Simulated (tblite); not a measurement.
C$_{4}$H$_{3}$Br$_{2}$FO: nudged elastic band

The run: nudged elastic band of C$_{4}$H$_{3}$Br$_{2}$FO. Method and program: GFN2-xTB climbing-image nudged elastic band, gas phase (tblite 0.8.0).

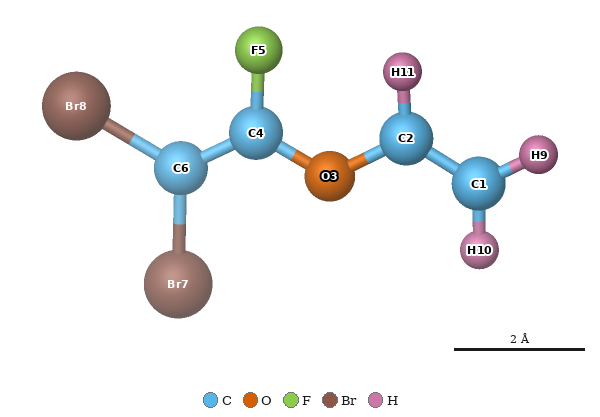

Figure 1. The input geometry (ball-and-stick view, seen at a tilt; atoms are numbered from 1 in the order of the input). Bond lengths as drawn: Br–C 1.88 Å, C–C 1.32 to 1.34 Å, C–F 1.34 Å, C–H 1.07 to 1.08 Å and C–O 1.32 to 1.38 Å.

Input:
```
{"job": {"kind": "neb", "xc": "GFN2-xTB", "basis": "xTB", "atoms": [4, 3, 2, 1], "turn": 180}, "charge": 0, "multiplicity": 1}
C     -2.288410     0.642632     0.436509
C     -1.244430    -0.162110     0.365104
O     -0.032172     0.322296    -0.074118
C      1.034904    -0.458206    -0.161019
F      0.885360    -1.744035     0.192811
C      2.224133    -0.011221    -0.580545
Br     2.415601     1.794518    -1.073630
Br     3.734230    -1.124969    -0.701082
H     -3.236415     0.274368     0.777690
H     -2.214664     1.678153     0.157326
H     -1.272713    -1.208755     0.634990
```

The first line tells a small driver script what to run in tblite; the rest is the geometry in Å.

Hardware: 1 CPU thread, shared host.

Command:
```bash
OMP_NUM_THREADS=1 python <driver script> task.json out
```

What the program printed:
```
image   E - E0 / eV
  0      -0.0000
  1       0.0159
  2       0.0658
  3       0.1366
  4       0.1798
  5       0.1578
  6       0.1614
  7       0.1922
  8       0.2255
```

Key numbers:

| quantity | value |
| --- | --- |
| outcome | converged |
| forward barrier | 0.226 eV |
| wall time | 11 s |
| peak memory | 0.18 GiB |
